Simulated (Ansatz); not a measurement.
**Run report: C3H3F3, geometry relaxation (part 2 of 2)**

C3H3F3; RKS PBE0-D4/def2-TZVPP (Ansatz 0.2.0). 

Geometry of the input (Å):
```
C  -1.7535  -0.1693  -0.3618
C  -0.6432  0.4559  0.0444
F  -0.6542  1.7313  0.4801
C  0.7449  -0.1521  0.0758
F  1.1192  -0.5567  -1.1736
F  0.7671  -1.2529  0.8843
H  -1.6942  -1.2092  -0.7097
H  -2.7266  0.3409  -0.3556
H  1.4833  0.5921  0.4542
```

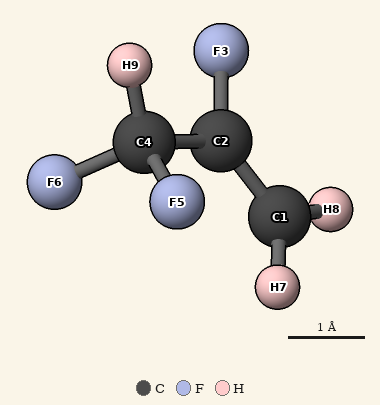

*The geometry at step 15 of the log (ball-and-stick view, seen at a tilt; atoms are numbered from 1 in the order of the input).*

### Trajectory as extended XYZ, continued
```
9
Properties=species:S:1:pos:R:3:forces:R:3 step=7 energy=-11302.97694
C    -1.7428   -0.1641   -0.3609    0.0014   0.0017  -0.0022
C    -0.6488    0.4462    0.0413   -0.0031  -0.0032  -0.0014
F    -0.6573    1.7109    0.4805    0.0012   0.0002   0.0034
C     0.7334   -0.1474    0.0755    0.0004   0.0018  -0.0005
F     1.1083   -0.5587   -1.1593   -0.0008  -0.0017  -0.0018
F     0.7669   -1.2364    0.8805    0.0006   0.0006   0.0034
H    -1.6802   -1.1860   -0.7065    0.0002   0.0008   0.0000
H    -2.7008    0.3362   -0.3527    0.0003  -0.0006   0.0001
H     1.4641    0.5793    0.4397   -0.0002   0.0005  -0.0009
9
Properties=species:S:1:pos:R:3:forces:R:3 step=8 energy=-11302.97703
C    -1.7421   -0.1631   -0.3634   -0.0027   0.0026  -0.0031
C    -0.6490    0.4458    0.0430   -0.0083  -0.0119  -0.0063
F    -0.6592    1.7076    0.4892    0.0038   0.0150   0.0107
C     0.7333   -0.1473    0.0753   -0.0079   0.0025  -0.0001
F     1.1032   -0.5671   -1.1574    0.0034  -0.0044  -0.0303
F     0.7706   -1.2307    0.8869   -0.0014  -0.0157   0.0272
H    -1.6785   -1.1829   -0.7143    0.0006  -0.0048  -0.0042
H    -2.7005    0.3363   -0.3531   -0.0011  -0.0002   0.0008
H     1.4649    0.5814    0.4318    0.0136   0.0168   0.0053
9
Properties=species:S:1:pos:R:3:forces:R:3 step=9 energy=-11302.97726
C    -1.7417   -0.1619   -0.3669    0.0003   0.0113   0.0001
C    -0.6495    0.4449    0.0446   -0.0066  -0.0107  -0.0065
F    -0.6603    1.7027    0.5010   -0.0034   0.0301   0.0166
C     0.7331   -0.1471    0.0749   -0.0084   0.0078  -0.0021
F     1.0969   -0.5778   -1.1552    0.0046  -0.0144  -0.0484
F     0.7746   -1.2225    0.8962    0.0017  -0.0368   0.0439
H    -1.6760   -1.1787   -0.7248   -0.0018  -0.0176  -0.0125
H    -2.7008    0.3360   -0.3532   -0.0030   0.0010   0.0008
H     1.4664    0.5842    0.4214    0.0166   0.0294   0.0080
9
Properties=species:S:1:pos:R:3:forces:R:3 step=10 energy=-11302.97803
C    -1.7408   -0.1596   -0.3728   -0.0072   0.0126  -0.0012
C    -0.6501    0.4431    0.0483   -0.0119  -0.0093  -0.0092
F    -0.6644    1.6949    0.5205    0.0029   0.0287   0.0267
C     0.7329   -0.1474    0.0748    0.0058   0.0166  -0.0044
F     1.0860   -0.5974   -1.1509   -0.0007  -0.0174  -0.0656
F     0.7851   -1.2095    0.9124   -0.0078  -0.0428   0.0642
H    -1.6735   -1.1709   -0.7446    0.0000  -0.0305  -0.0179
H    -2.7005    0.3366   -0.3530   -0.0062   0.0037  -0.0007
H     1.4679    0.5900    0.4032    0.0251   0.0386   0.0081
9
Properties=species:S:1:pos:R:3:forces:R:3 step=11 energy=-11302.97874
C    -1.7413   -0.1591   -0.3745    0.0068   0.0090  -0.0208
C    -0.6504    0.4422    0.0497   -0.0022  -0.0027   0.0058
F    -0.6642    1.6921    0.5303   -0.0076  -0.0196   0.0107
C     0.7337   -0.1480    0.0748    0.0099   0.0277  -0.0070
F     1.0807   -0.6068   -1.1511   -0.0103  -0.0084   0.0232
F     0.7887   -1.2043    0.9224    0.0061   0.0199  -0.0029
H    -1.6725   -1.1679   -0.7562   -0.0010   0.0076   0.0047
H    -2.7019    0.3363   -0.3528    0.0115  -0.0037   0.0028
H     1.4698    0.5952    0.3953   -0.0132  -0.0298  -0.0166
9
Properties=species:S:1:pos:R:3:forces:R:3 step=12 energy=-11302.98337
C    -1.7393   -0.1533   -0.3897    0.0129   0.0042  -0.0251
C    -0.6519    0.4360    0.0593   -0.0398  -0.0075  -0.0102
F    -0.6743    1.6693    0.5809    0.0078  -0.0297   0.0292
C     0.7334   -0.1488    0.0743    0.0518   0.0414  -0.0010
F     1.0545   -0.6563   -1.1381   -0.0308  -0.0221  -0.0023
F     0.8171   -1.1681    0.9641   -0.0134   0.0164   0.0186
H    -1.6688   -1.1474   -0.8071    0.0080   0.0019   0.0015
H    -2.7005    0.3394   -0.3529   -0.0020   0.0031   0.0012
H     1.4725    0.6092    0.3472    0.0055  -0.0076  -0.0119
9
Properties=species:S:1:pos:R:3:forces:R:3 step=13 energy=-11302.98585
C    -1.7389   -0.1515   -0.3950    0.0247  -0.0047  -0.0636
C    -0.6527    0.4343    0.0627   -0.0076   0.0173   0.0298
F    -0.6757    1.6595    0.6063   -0.0131  -0.0839   0.0043
C     0.7347   -0.1486    0.0741    0.0289   0.0311  -0.0207
F     1.0388   -0.6799   -1.1349   -0.0243   0.0012   0.1201
F     0.8249   -1.1512    0.9857    0.0162   0.0935  -0.0701
H    -1.6634   -1.1382   -0.8330    0.0030   0.0548   0.0341
H    -2.7024    0.3379   -0.3531    0.0239  -0.0084   0.0080
H     1.4775    0.6177    0.3253   -0.0515  -0.1008  -0.0419
9
Properties=species:S:1:pos:R:3:forces:R:3 step=14 energy=-11303.00327
C    -1.7350   -0.1396   -0.4255    0.0817   0.0584  -0.0102
C    -0.6571    0.4211    0.0824   -0.0591   0.0158  -0.0413
F    -0.6937    1.6012    0.7136   -0.0213  -0.0064   0.0085
C     0.7337   -0.1438    0.0686    0.0474  -0.1432  -0.0047
F     0.9880   -0.7732   -1.1029   -0.0490   0.0572   0.0882
F     0.8704   -1.0708    1.0523    0.0528   0.0669   0.0162
H    -1.6497   -1.1006   -0.9116    0.0018   0.0296  -0.0441
H    -2.6982    0.3477   -0.3676   -0.0032  -0.0313   0.0346
H     1.4842    0.6377    0.2286   -0.0512  -0.0469  -0.0472
9
Properties=species:S:1:pos:R:3:forces:R:3 step=15 energy=-11303.01179
C    -1.7321   -0.1325   -0.4389    0.0384  -0.0240  -0.1031
C    -0.6583    0.4193    0.0868   -0.0082   0.0100   0.0625
F    -0.6997    1.5839    0.7519   -0.0196  -0.1717  -0.0022
C     0.7326   -0.1486    0.0723    0.1050  -0.0738  -0.0669
F     0.9575   -0.8268   -1.0819   -0.0458   0.0926   0.2788
F     0.8958   -1.0307    1.0995   -0.0085   0.2246  -0.2138
H    -1.6337   -1.0627   -0.9884   -0.0239   0.1286   0.1191
H    -2.7044    0.3331   -0.3424    0.0508  -0.0173  -0.0348
H     1.4849    0.6449    0.1790   -0.0882  -0.1689  -0.0397
9
Properties=species:S:1:pos:R:3:forces:R:3 step=16 energy=-11303.04250
C    -1.7302   -0.1098   -0.4897    0.0853   0.0520   0.0710
C    -0.6690    0.3800    0.1162   -0.0227   0.2338   0.0980
F    -0.7263    1.4685    0.9066   -0.0445  -0.2820  -0.1890
C     0.7290   -0.1459    0.0643    0.3672  -0.2808   0.1174
F     0.9094   -0.9540   -1.0082   -0.1397   0.0777   0.2554
F     0.9880   -0.8780    1.1900   -0.0781   0.1187  -0.2866
H    -1.6430   -0.9938   -1.1039    0.0554   0.0446  -0.0247
H    -2.6934    0.3602   -0.3653   -0.0827   0.0079   0.0027
H     1.4783    0.6526    0.0280   -0.1402   0.0282  -0.0441
9
Properties=species:S:1:pos:R:3:forces:R:3 step=17 energy=-11303.05907
C    -1.7205   -0.0749   -0.5252    0.0649   0.0483   0.0401
C    -0.6882    0.3598    0.1661    0.5395  -0.4114  -0.1990
F    -0.7704    1.3457    1.0535   -0.0312   0.2021   0.1347
C     0.7362   -0.1595    0.0704   -0.5967   0.2108  -0.0785
F     0.8193   -1.0954   -0.8992    0.0488   0.0026   0.1075
F     1.0937   -0.7240    1.2466    0.0509  -0.0393  -0.0163
H    -1.5775   -0.8875   -1.2215   -0.0481   0.0398  -0.0197
H    -2.6956    0.3726   -0.3985   -0.0413  -0.0407  -0.0050
H     1.4457    0.6432   -0.1544    0.0132  -0.0121   0.0361
9
Properties=species:S:1:pos:R:3:forces:R:3 step=18 energy=-11303.06054
C    -1.7160   -0.0654   -0.5403    0.0546   0.0611   0.0823
C    -0.6805    0.3292    0.1706   -0.2298  -0.0665   0.0378
F    -0.7822    1.3045    1.0811    0.0881  -0.0465  -0.0242
C     0.7262   -0.1669    0.0749    0.2247  -0.0008  -0.1738
F     0.8313   -1.1503   -0.8499   -0.0982   0.2159   0.0906
F     1.1445   -0.6695    1.2579   -0.0926  -0.0307   0.1259
H    -1.6021   -0.8431   -1.2748    0.0414  -0.1058  -0.0606
H    -2.6831    0.3905   -0.3916   -0.0560   0.0225  -0.0083
H     1.4046    0.6509   -0.1901    0.0678  -0.0492  -0.0697
9
Properties=species:S:1:pos:R:3:forces:R:3 step=19 energy=-11303.06740
C    -1.7169   -0.0710   -0.5315   -0.0381  -0.0139   0.0179
C    -0.6819    0.3419    0.1673    0.0657   0.0068  -0.0241
F    -0.7698    1.3309    1.0616    0.0074   0.0036   0.0180
C     0.7278   -0.1594    0.0708    0.0085   0.0112  -0.0193
F     0.8253   -1.1131   -0.8787   -0.0177   0.0132   0.0157
F     1.1101   -0.7023    1.2521   -0.0212  -0.0111   0.0150
H    -1.5916   -0.8697   -1.2456    0.0033  -0.0094  -0.0162
H    -2.6909    0.3766   -0.3920   -0.0015  -0.0057  -0.0056
H     1.4306    0.6461   -0.1661   -0.0063   0.0052  -0.0014
9
Properties=species:S:1:pos:R:3:forces:R:3 step=20 energy=-11303.06753
C    -1.7182   -0.0772   -0.5248    0.0302   0.0458  -0.0236
C    -0.6775    0.3529    0.1567   -0.0232  -0.0600   0.0452
F    -0.7636    1.3420    1.0514   -0.0005   0.0188  -0.0138
C     0.7289   -0.1562    0.0685   -0.0120   0.0072  -0.0036
F     0.8269   -1.1005   -0.8887    0.0053  -0.0196  -0.0129
F     1.0900   -0.7160    1.2497   -0.0047   0.0058  -0.0091
H    -1.5912   -0.8763   -1.2388   -0.0024  -0.0062   0.0067
H    -2.6936    0.3664   -0.3842   -0.0051  -0.0077   0.0075
H     1.4411    0.6448   -0.1519    0.0124   0.0159   0.0036
9
Properties=species:S:1:pos:R:3:forces:R:3 step=21 energy=-11303.06778
C    -1.7171   -0.0740   -0.5281    0.0064  -0.0107   0.0214
C    -0.6782    0.3497    0.1598   -0.0120   0.0028  -0.0170
F    -0.7633    1.3430    1.0500   -0.0020  -0.0009   0.0045
C     0.7286   -0.1568    0.0690   -0.0090  -0.0012  -0.0058
F     0.8271   -1.1013   -0.8887    0.0049  -0.0010  -0.0011
F     1.0916   -0.7162    1.2493    0.0079  -0.0033   0.0063
H    -1.5917   -0.8770   -1.2383    0.0004   0.0058   0.0011
H    -2.6936    0.3663   -0.3835    0.0015   0.0074  -0.0093
H     1.4392    0.6463   -0.1515    0.0021   0.0012  -0.0001
9
Properties=species:S:1:pos:R:3:forces:R:3 step=22 energy=-11303.06781
C    -1.7177   -0.0753   -0.5266   -0.0048   0.0062  -0.0070
C    -0.6790    0.3475    0.1617    0.0040   0.0095  -0.0055
F    -0.7644    1.3410    1.0519    0.0015  -0.0032   0.0005
C     0.7284   -0.1572    0.0691    0.0013  -0.0065   0.0035
F     0.8275   -1.1027   -0.8878   -0.0013   0.0037   0.0027
F     1.0953   -0.7145    1.2494    0.0024  -0.0014   0.0013
H    -1.5922   -0.8766   -1.2385    0.0001  -0.0024   0.0014
H    -2.6925    0.3706   -0.3877   -0.0004  -0.0058   0.0035
H     1.4372    0.6471   -0.1536   -0.0028  -0.0002  -0.0004
9
Properties=species:S:1:pos:R:3:forces:R:3 step=23 energy=-11303.06782
C    -1.7175   -0.0747   -0.5272   -0.0019   0.0007   0.0005
C    -0.6787    0.3488    0.1605    0.0015  -0.0020   0.0018
F    -0.7640    1.3415    1.0515    0.0007   0.0008  -0.0007
C     0.7285   -0.1571    0.0690    0.0004   0.0000  -0.0003
F     0.8275   -1.1021   -0.8881   -0.0004  -0.0001   0.0007
F     1.0941   -0.7152    1.2494   -0.0009   0.0005  -0.0014
H    -1.5921   -0.8768   -1.2382    0.0004   0.0004  -0.0006
H    -2.6930    0.3690   -0.3862    0.0002  -0.0008  -0.0006
H     1.4380    0.6467   -0.1528   -0.0001   0.0005   0.0006
```

### Summary

```csv
quantity,value
outcome,converged
total energy,−11303.0678 eV
mean-field energy,−11302.9441 eV
SCF solution under orbital rotations,stable
largest force (length of the vector) at the end,0.003 eV/Å
wall time,2 min (CPU time 7.6 min)
peak memory,0.58 GiB
```
